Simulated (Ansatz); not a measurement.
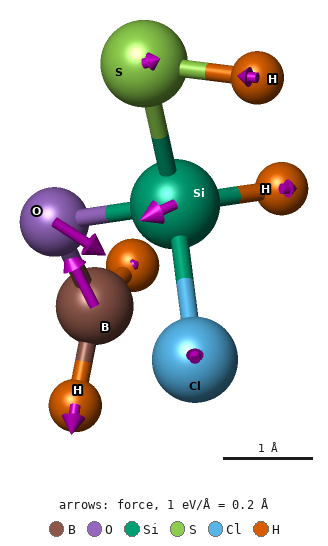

Starting geometry of BSiH4SOCl with the computed forces as purple arrows. Style: ball-and-stick. Shown from a free direction.

The run prepares an end point of a later path (torsion) calculation, from a guessed geometry.

All numbers below come from RKS r2SCANh/def2-SVP in Ansatz 0.2.0.

Input file:
```yaml
crystal:
  periodic: [false, false, false]
  atoms:
    - { symbol: B, position_ang: [0.1187, 1.4891, 1.1691] }
    - { symbol: O, position_ang: [-0.0523, 1.2387, -0.2715] }
    - { symbol: Si, position_ang: [-0.0649, -0.4734, -0.4166] }
    - { symbol: S, position_ang: [-0.6442, -1.0212, -2.3619] }
    - { symbol: Cl, position_ang: [1.9203, -1.2029, -0.1521] }
    - { symbol: H, position_ang: [1.1358, 1.713, 1.6405] }
    - { symbol: H, position_ang: [-0.8741, 1.6668, 1.822] }
    - { symbol: H, position_ang: [-0.8886, -1.071, 0.5876] }
    - { symbol: H, position_ang: [-0.5622, -2.3853, -2.0343] }
basis:
  gaussian: { orbitals: def2-SVP }
hamiltonian:
  xc: r2scanh
relax:
  f_tol: 0.015
  max_steps: 40
output:
  orbitals: {}
```

Launched with:
```bash
ansatz run input.yaml --threads 2 --pin off --max-ram 3072MiB --backend cpu --events-out ev --progress --plain --runs-dir out
```

Q: Is this structure relaxed? If not, where do the atoms go?

A: It isn't relaxed: the largest force vector, on B1, is 3.70 eV/Å. The final displacements have little in common with the starting forces (cosine between the two patterns 0.26). The energy falls by 0.992 eV in 13 accepted moves (15 points after the start). The largest force component goes from 3 to 0.0069 eV/Å. The line search rejected the trial steps at points 9, 14 of the run. The atom that moves furthest after the best rigid fit is O2 (1.14 Å). Largest moves by element: O 1.14 Å, H 1.05 Å, Si 0.49 Å, S 0.39 Å, Cl 0.24 Å, B 0.22 Å. Near-neighbour distances that change, for instance: B1–O2 1.472 → 1.355 Å, Si3–Cl5 2.131 → 2.062 Å, B1–H6 1.143 → 1.209 Å, O2–Si3 1.718 → 1.655 Å. Among the angles between lasting bonds that change: B1–O2–Si3 104.7° → 138.8°, O2–Si3–S4 109.9° → 104.8°, S4–Si3–Cl5 106.4° → 111.4°. Groups turn about B1–O2 by about 95°, O2–Si3 by about 80°. The run took 69 s on 2 threads of Arm Neoverse V2, on a shared host, peak memory 0.25 GiB.
